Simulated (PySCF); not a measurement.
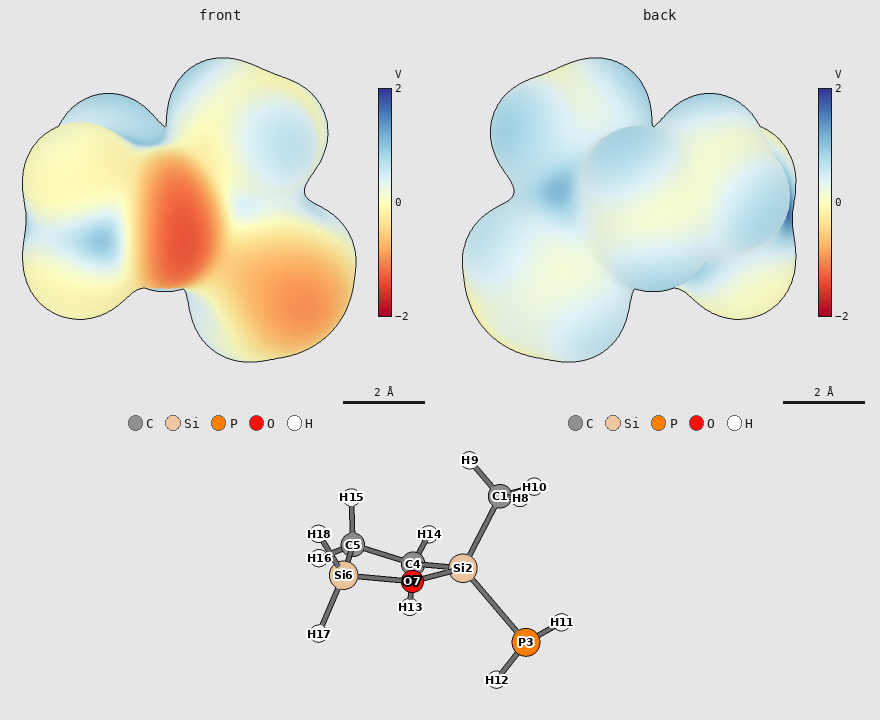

Figure 1: C3H11OPSi2. The molecular electrostatic potential painted on the density surface at 0.002 e/bohr³, seen from the front and from behind; red is negative and blue positive. The bare structure is drawn below in the same view.

Geometry: GFN2-xTB.

These are results of PBE0/def2-SVPD, SCF density, gas phase in PySCF, not measurements.

```xyz
18

C     1.1837    1.8048   -0.7356
Si    0.7239    0.2670    0.2869
P     2.4082   -0.3057    1.6511
C    -0.1509   -1.0926   -0.7554
C    -1.6532   -0.7836   -0.7091
Si   -2.0203    0.0400    0.9729
O    -0.5292    0.6323    1.2895
H     1.4729    2.6196   -0.0791
H     0.3488    2.1454   -1.3398
H     2.0197    1.5992   -1.3964
H     3.2806   -0.5757    0.6122
H     2.0500   -1.6381    1.7695
H     0.0295   -2.0673   -0.2971
H     0.2023   -1.1606   -1.7845
H    -1.8934   -0.0785   -1.5073
H    -2.2378   -1.6819   -0.9051
H    -2.3368   -0.9097    2.0345
H    -2.9069    1.1917    0.8813
```

Which sites attract a positive test charge, and which a negative one?

A positive charge is drawn to the negative regions and a negative charge to the positive ones. The most negative region (about −1.3 V) lies over O7, the most positive (about +1.5 V) over Si6. O7 is the likeliest acceptor of a hydrogen bond.

What dipole moment does the calculation give?

Its dipole moment is 2.33 D.
